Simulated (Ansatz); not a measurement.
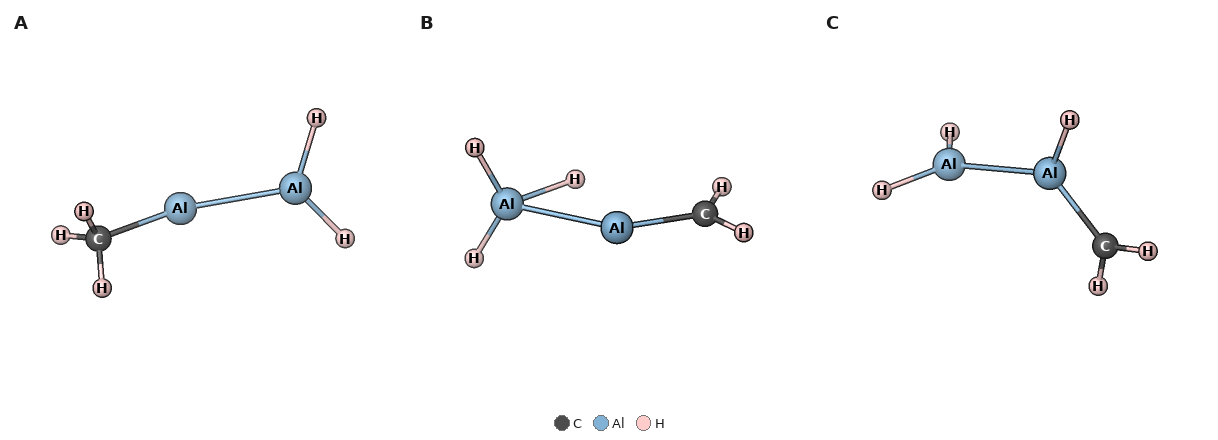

3 stationary structures of one formula. Charge 0, doublet. Geometries: PBE0-D4/def2-TZVP. Electronic energies: PBE-D4/def2-TZVPP (Ansatz 0.2.0), without zero-point energy. No frequency run is at hand to confirm each as a minimum. Each is one conformer, not always the lowest.

Which structure is the most stable?

A is lowest (Cs); C lies 29.2 kcal/mol above it (Cs), B lies 32.0 kcal/mol above it (Cs).
